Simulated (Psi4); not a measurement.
## Geometry relaxation of SiH₂O (part 4 of 4)

SiH₂O; PBE/def2-TZVP, RKS, dispersion D3(BJ) (Psi4 1.11). The geometry comes from this level: MMFF94 from SMILES.

Output, continued:
```
	----------------------------------------------------------------------------------------------
	   Step    Total Energy     Delta E     Max Force     RMS Force      Max Disp      RMS Disp
	----------------------------------------------------------------------------------------------
	  Convergence Criteria     1.00e-06 *    3.00e-04 *             o    1.20e-03 *             o
	----------------------------------------------------------------------------------------------
	     4    -365.71907350   -1.18e-05      9.74e-05 *    3.61e-05 o    1.45e-03      8.11e-04 o  ~
	----------------------------------------------------------------------------------------------

Next Geometry in Ang
	Fragment 1 (Ang)

	    O   0.9688950411  -0.3724646368   0.0136102478
	   Si  -0.4641930652   0.1784288103  -0.0061500331
	    H  -1.6915794620  -0.6796023754  -0.0219232283
	    H  -0.8009221804   1.6377071586  -0.0120771726

    Structure for next step:
    Molecular point group: c1
    Full point group: C1

    Geometry (in Angstrom), charge = 0, multiplicity = 1:

    O            0.968923469953    -0.372463585156     0.013363022483
    SI          -0.464164636285     0.178429861964    -0.006397258420
    H           -1.691551033166    -0.679601323792    -0.022170453611
    H           -0.800893751537     1.637708210239    -0.012324397909

gradient() will perform analytic gradient computation.

  ==> Geometry <==

    Molecular point group: c1
    Full point group: C1

    Geometry (in Angstrom), charge = 0, multiplicity = 1:

       Center              X                  Y                   Z               Mass
    ------------   -----------------  -----------------  -----------------  -----------------
         O            0.968923469953    -0.372463585156     0.013363022483    15.994914619570
         SI          -0.464164636285     0.178429861964    -0.006397258420    27.976926534650
         H           -1.691551033166    -0.679601323792    -0.022170453611     1.007825032230
         H           -0.800893751537     1.637708210239    -0.012324397909     1.007825032230

  Running in c1 symmetry.

  Rotational constants: A =      5.42786  B =      0.60746  C =      0.54632 [cm^-1]
  Rotational constants: A = 162723.16863  B =  18211.12435  C =  16378.16586 [MHz]
  Nuclear repulsion =   51.867453352621595

  Charge       = 0
  Multiplicity = 1
  Electrons    = 24
  Nalpha       = 12
  Nbeta        = 12

   => Molecular Quadrature <=

    Radial Scheme          =       TREUTLER
    Pruning Scheme         =           NONE
    Nuclear Scheme         =       TREUTLER

    Blocking Scheme        =         OCTREE
    BS radius alpha        =              1
    Pruning alpha          =              1
    Radial Points          =             75
    Spherical Points       =            302
    Total Points           =          87470
    Total Blocks           =            714
    Max Points             =            256
    Max Functions          =             80
    Weights Tolerance      =       1.00E-15

   => Auxiliary Basis Set <=

  Basis Set: (DEF2-TZVP AUX)
    Blend: DEF2-UNIVERSAL-JKFIT
    Number of shells: 75
    Number of basis functions: 241
    Number of Cartesian functions: 288
    Spherical Harmonics?: true
    Max angular momentum: 4

  Cached 100.0% of DFT collocation blocks in 0.167 [GiB].

  Minimum eigenvalue in the overlap matrix is 3.4896732316E-03.
  Reciprocal condition number of the overlap matrix is 7.6897799650E-04.
    Using symmetric orthogonalization.

  ==> Iterations <==

                           Total Energy        Delta E     RMS |[F,P]|

   @DF-RKS iter   0:  -365.71903225866151   -3.65719e+02   1.34641e-05
   @DF-RKS iter   1:  -365.71907355068038   -4.12920e-05   1.39505e-06 DIIS
   @DF-RKS iter   2:  -365.71907351249598    3.81844e-08   4.04633e-06 DIIS
   @DF-RKS iter   3:  -365.71907355515680   -4.26608e-08   7.68900e-07 DIIS
   @DF-RKS iter   4:  -365.71907355668236   -1.52556e-09   7.99136e-08 DIIS
   @DF-RKS iter   5:  -365.71907355669981   -1.74509e-11   1.02938e-08 DIIS
   @DF-RKS iter   6:  -365.71907355669958    2.27374e-13   9.89746e-10 DIIS
  Energy and wave function converged.

  ==> Post-Iterations <==

   Electrons on quadrature grid:
      Ntotal   =   24.0000081496 ; deviation = 8.150e-06

    Orbital Energies [Eh]
    ---------------------

    Doubly Occupied:

       1A    -65.444356     2A    -18.724825     3A     -5.090995
       4A     -3.507181     5A     -3.498384     6A     -3.497081
       7A     -0.843297     8A     -0.476448     9A     -0.354251
      10A     -0.311232    11A     -0.286343    12A     -0.247298

    Virtual:

      13A     -0.115766    14A     -0.042044    15A      0.004088
      16A      0.089083    17A      0.103745    18A      0.127093
      19A      0.146085    20A      0.159088    21A      0.188097
      22A      0.251459    23A      0.280810    24A      0.305991
      25A      0.348016    26A      0.415251    27A      0.504478
      28A      0.536100    29A      0.539576    30A      0.552217
      31A      0.736467    32A      0.836648    33A      0.870752
      34A      0.878082    35A      0.881352    36A      0.894707
      37A      0.909003    38A      0.954380    39A      0.986901
      40A      1.044548    41A      1.056813    42A      1.074788
      43A      1.166402    44A      1.271617    45A      1.320735
      46A      1.393649    47A      1.546854    48A      1.588154
      49A      1.739039    50A      1.756645    51A      1.801152
      52A      1.886903    53A      1.998609    54A      2.074901
      55A      2.100328    56A      2.256311    57A      2.257268
      58A      2.511830    59A      2.628556    60A      2.713695
      61A      2.837233    62A      2.851752    63A      3.485333
      64A      5.050719    65A      5.054988    66A      5.089237
      67A      5.093588    68A      5.120282    69A      5.141930
      70A      5.299857    71A      5.888710    72A      6.005790
      73A      6.182805    74A      6.196832    75A      6.397561
      76A      6.484979    77A      6.549888    78A      6.718449
      79A     10.633523    80A     42.985209

    Final Occupation by Irrep:
              A
    DOCC [    12 ]
    NA   [    12 ]
    NB   [    12 ]

  @DF-RKS Final Energy:  -365.71907355669958

   => Energetics <=

    Nuclear Repulsion Energy =             51.8674533526215953
    One-Electron Energy =                -609.3042546259505343
    Two-Electron Energy =                 221.7059447839419875
    DFT Exchange-Correlation Energy =     -29.9865210389244368
    Empirical Dispersion Energy =          -0.0016960283881933
    VV10 Nonlocal Energy =                  0.0000000000000000
    Total Energy =                       -365.7190735566995841

Computation Completed

Properties will be evaluated at   0.000000,   0.000000,   0.000000 [a0]

Properties computed using the SCF density matrix

 Multipole Moments:

 ------------------------------------------------------------------------------------
     Multipole            Electronic (a.u.)      Nuclear  (a.u.)        Total (a.u.)
 ------------------------------------------------------------------------------------

 L = 1.  Multiply by 2.5417464519 to convert [e a0] to [Debye]
 Dipole X            :          1.0847854           -2.3420546           -1.2572693
 Dipole Y            :         -0.4169827            0.9002963            0.4833136
 Dipole Z            :          0.0151023           -0.0324131           -0.0173108
 Magnitude           :                                                    1.3470775

 ------------------------------------------------------------------------------------

	total time  =          1 seconds =       0.02 minutes

         ------------------------------------------------------------
                                   SCF GRAD
         ------------------------------------------------------------

  ==> Geometry <==

    Molecular point group: c1
    Full point group: C1

    Geometry (in Angstrom), charge = 0, multiplicity = 1:

       Center              X                  Y                   Z               Mass
    ------------   -----------------  -----------------  -----------------  -----------------
         O            0.968923469953    -0.372463585156     0.013363022483    15.994914619570
         SI          -0.464164636285     0.178429861964    -0.006397258420    27.976926534650
         H           -1.691551033166    -0.679601323792    -0.022170453611     1.007825032230
         H           -0.800893751537     1.637708210239    -0.012324397909     1.007825032230

  Nuclear repulsion =   51.867453352621595

   => Molecular Quadrature <=

    Radial Scheme          =       TREUTLER
    Pruning Scheme         =           NONE
    Nuclear Scheme         =       TREUTLER

    Blocking Scheme        =         OCTREE
    BS radius alpha        =              1
    Pruning alpha          =              1
    Radial Points          =             75
    Spherical Points       =            302
    Total Points           =          87470
    Total Blocks           =            714
    Max Points             =            256
    Max Functions          =             80
    Weights Tolerance      =       1.00E-15

  -Total Gradient:
     Atom            X                  Y                   Z
    ------   -----------------  -----------------  -----------------
       1       -0.000012190750     0.000004415139    -0.000002034149
       2        0.000001128518     0.000002714688     0.000005326245
       3       -0.000018024247    -0.000005186486    -0.000001956066
       4       -0.000009474843     0.000012881030    -0.000001857606

	total time  =          1 seconds =       0.02 minutes

    			-----------------------------------------

    			 OPTKING 3.0: for geometry optimizations

    			        with contributions from

    			-----------------------------------------

	                            ===> Fragment 1 <==

	 Z (Atomic Numbers)          Masses                          Geom
	       8.000000            15.994915          1.83099999 -0.70385417  0.02525245
	      14.000000            27.976927         -0.87714404  0.33718357 -0.01208907
	       1.000000             1.007825         -3.19656818 -1.28426038 -0.04189609
	       1.000000             1.007825         -1.51346985  3.09481999 -0.02328974

	 - Coordinate -           - BOHR/RAD -       - ANG/DEG -
	 R(1,2)           =         2.901585           1.535453
	 R(2,3)           =         2.830141           1.497646
	 R(2,4)           =         2.830123           1.497636
	 B(1,2,3)         =         2.164565         124.020450
	 B(1,2,4)         =         2.164573         124.020870
	 B(3,2,4)         =         1.954048         111.958679
	 O(1,2,3,4)       =         0.000080           0.004560
	 O(3,2,1,4)       =        -0.000089          -0.005102
	 O(4,2,1,3)       =         0.000089           0.005102

	        --- Internal Coordinate Step in ANG or DEG, aJ/ANG or AJ/DEG ---
	-------------------------------------------------------------------------------
	           Coordinate      Previous         Force          Change          New
	           ----------      --------        ------          ------        ------
	               R(1,2)       1.53545        0.00002        0.00000       1.53546
	               R(2,3)       1.49765       -0.00010       -0.00004       1.49761
	               R(2,4)       1.49764       -0.00007       -0.00003       1.49761
	             B(1,2,3)     124.02045        0.00000        0.00110     124.02155
	             B(1,2,4)     124.02087        0.00000        0.00078     124.02165
	             B(3,2,4)     111.95868       -0.00000       -0.00188     111.95680
	           O(1,2,3,4)       0.00456       -0.00000       -0.00574      -0.00118
	           O(3,2,1,4)      -0.00510        0.00000        0.00642       0.00132
	           O(4,2,1,3)       0.00510       -0.00000       -0.00642      -0.00132
	-------------------------------------------------------------------------------

	                                 ==> Convergence Check <==

	Measures of convergence in internal coordinates in au.

	Criteria marked as inactive (o), active & met (*), and active & unmet ( ).

	----------------------------------------------------------------------------------------------
	   Step    Total Energy     Delta E     Max Force     RMS Force      Max Disp      RMS Disp
	----------------------------------------------------------------------------------------------
	  Convergence Criteria     1.00e-06 *    3.00e-04 *             o    1.20e-03 *             o
	----------------------------------------------------------------------------------------------
	     5    -365.71907356   -5.70e-08 *    1.20e-05 *    5.46e-06 o    1.12e-04 *    7.09e-05 o  ~
	----------------------------------------------------------------------------------------------

Next Geometry in Ang
	Fragment 1 (Ang)

	    O   0.9689256102  -0.3724650298   0.0133774283
	   Si  -0.4641652113   0.1784267802  -0.0064379820
	    H  -1.6915353178  -0.6795605832  -0.0221571083
	    H  -0.8009110321   1.6376719961  -0.0123114255

    Final optimized geometry and variables:
    Molecular point group: c1
    Full point group: C1

    Geometry (in Angstrom), charge = 0, multiplicity = 1:

    O            0.968923469953    -0.372463585156     0.013363022483
    SI          -0.464164636285     0.178429861964    -0.006397258420
    H           -1.691551033166    -0.679601323792    -0.022170453611
    H           -0.800893751537     1.637708210239    -0.012324397909

[set-up sections that repeat, and orbital energies of the middle runs, are left out above]
```

Standard output:
```
[00:59:36] UFFTYPER: Warning: hybridization set to SP3 for atom 1
Optimizer: Optimization complete!
total energy -365.71907356 hartree = -9951.72288 eV
4
0 1 H2OSi
O                     0.968923469953    -0.372463585156     0.013363022483
Si                   -0.464164636285     0.178429861964    -0.006397258420
H                    -1.691551033166    -0.679601323792    -0.022170453611
H                    -0.800893751537     1.637708210239    -0.012324397909
```

Trajectory as extended XYZ (Å, eV, eV/Å), 5 frames, from step=0 to step=4:
```
4
Properties=species:S:1:pos:R:3:forces:R:3 step=0 energy=-9951.49437
O     0.9596   -0.3676   -0.1309    0.0114  -0.0111   0.5366
Si   -0.4670    0.1785    0.0860    1.1181  -0.3099  -1.2963
H    -1.5845   -0.7396   -0.1603   -0.7033  -0.1245   0.3690
H    -0.6811    1.6171   -0.1504   -0.4251   0.4452   0.3895
4
Properties=species:S:1:pos:R:3:forces:R:3 step=1 energy=-9951.68243
O     0.9698   -0.3723   -0.0445   -0.2208   0.0823   0.2200
Si   -0.4681    0.1796    0.0307    0.5901  -0.2085  -0.5822
H    -1.6533   -0.7239   -0.0774   -0.1647   0.1216   0.1804
H    -0.7425    1.6460   -0.0674   -0.2030   0.0040   0.1808
4
Properties=species:S:1:pos:R:3:forces:R:3 step=2 energy=-9951.72264
O     0.9690   -0.3724    0.0086   -0.0098   0.0037   0.0173
Si   -0.4645    0.1786   -0.0033    0.0434  -0.0207  -0.0489
H    -1.6882   -0.6845   -0.0268   -0.0106   0.0178   0.0158
H    -0.7950    1.6388   -0.0169   -0.0209  -0.0015   0.0157
4
Properties=species:S:1:pos:R:3:forces:R:3 step=3 energy=-9951.72297
O     0.9689   -0.3724    0.0138    0.0052  -0.0019  -0.0014
Si   -0.4641    0.1784   -0.0067   -0.0050   0.0009   0.0041
H    -1.6916   -0.6795   -0.0218    0.0011   0.0001  -0.0013
H    -0.8010    1.6376   -0.0119    0.0006   0.0002  -0.0013
4
Properties=species:S:1:pos:R:3:forces:R:3 step=4 energy=-9951.72297
O     0.9689   -0.3725    0.0134    0.0006  -0.0002   0.0001
Si   -0.4642    0.1784   -0.0064   -0.0001  -0.0001  -0.0003
H    -1.6916   -0.6796   -0.0222    0.0009   0.0003   0.0001
H    -0.8009    1.6377   -0.0123    0.0005  -0.0007   0.0001
```

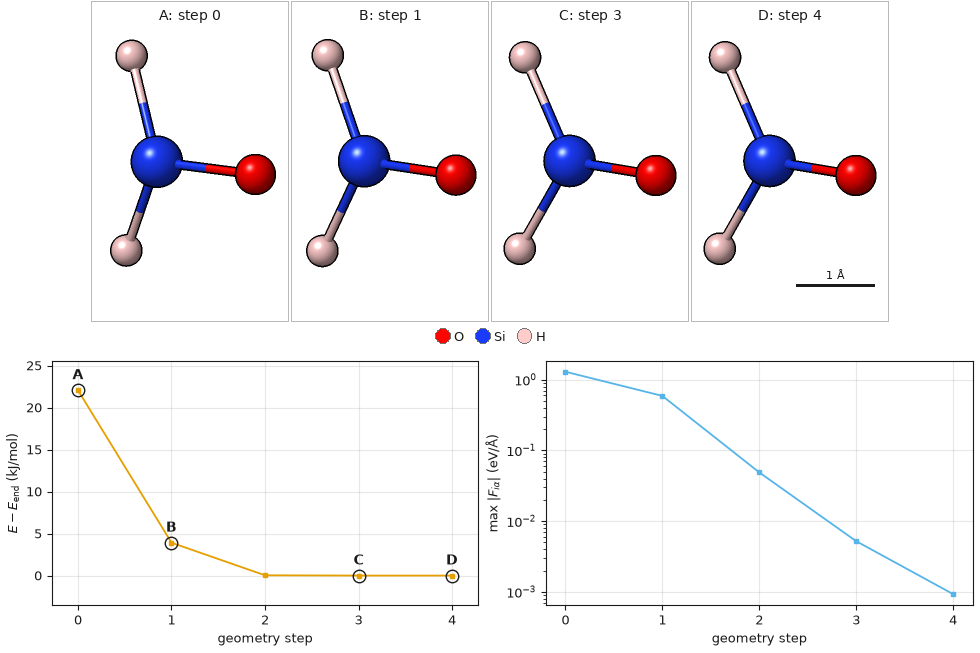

Fig. 1: Frames of the relaxation (ball-and-stick view, seen at a tilt) above the curves, on which the letters mark them (steps are counted from 0).

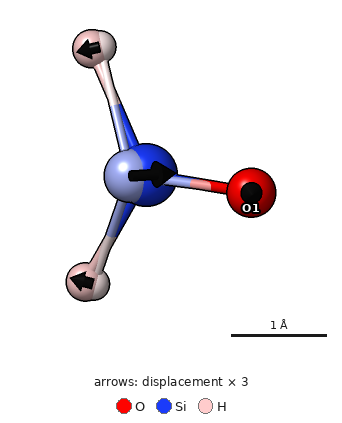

Fig. 2: Start (faint) and end (solid) with the displacements as black arrows, magnified 3 times (ball-and-stick view, seen at a tilt). The two geometries are laid on each other by the best rigid fit. Si2 moves most after the best rigid fit: 0.18 Å. Largest moves by element: Si 0.18 Å, O 0.09 Å, H 0.09 Å. Distances before and after: Si2–H3 1.467 → 1.498 Å, O1–Si2 1.543 → 1.535 Å. Among the angles that change: O1–Si2–H3 117.3° → 124.0°, H3–Si2–H4 118.3° → 112.0°. After 4 geometry steps the energy has fallen by 22.1 kJ/mol. Largest force component: 1.3 eV/Å at the start, 0.00093 eV/Å at the end. (Atoms are counted from 1 in the order of the input.)

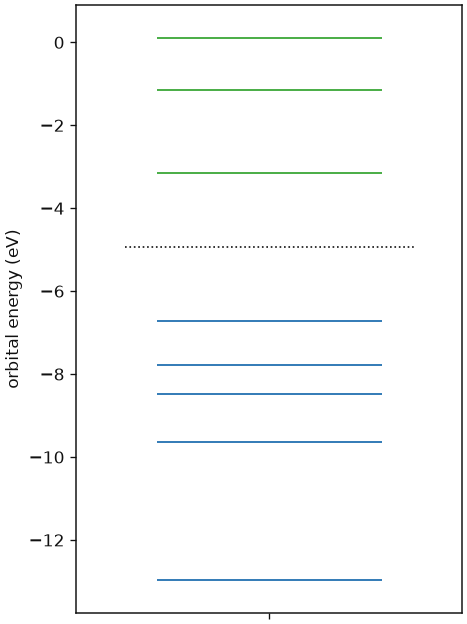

Fig. 3: Orbital energies near the frontier; the dotted line parts filled from empty levels, and levels within 0.02 eV of each other stand side by side. Highest filled −6.73 eV, lowest empty −3.15 eV, 3.58 eV apart.

The run was set up as follows.

Input file (job.py):
```python
import psi4
from rdkit import Chem
from rdkit.Chem import AllChem

psi4.set_memory('1600 MB')
psi4.set_num_threads(1)
psi4.set_output_file('h2osi.out', False)

rd = Chem.AddHs(Chem.MolFromSmiles('O=[SiH2]'))
AllChem.EmbedMolecule(rd, randomSeed=666)
AllChem.MMFFOptimizeMolecule(rd, maxIters=2000)
atoms = '\n'.join(Chem.MolToXYZBlock(rd).splitlines()[2:])
mol = psi4.geometry('0 1\n' + atoms + '')

options = {'basis': 'def2-TZVP', 'geom_maxiter': 60}
psi4.set_options(options)

energy_value = psi4.optimize('PBE-D3BJ')
print(f'total energy {energy_value:.8f} hartree = {energy_value * 27.211386:.5f} eV')
print(mol.to_string(dtype='xyz', units='Angstrom'))
```

Launched with:
```bash
python job.py
```

Key numbers:

| quantity | value |
| --- | --- |
| outcome | converged |
| total energy | −365.719074 hartree |
| dispersion energy | −0.001696 hartree |
| HOMO | −6.73 eV |
| LUMO | −3.15 eV |
| dipole moment | 3.42 D |
| hardware | 1 thread of Intel Xeon (Sapphire Rapids), 32 GiB of memory available, shared host |
| wall time | 16 s |
| peak memory | 0.49 GiB |
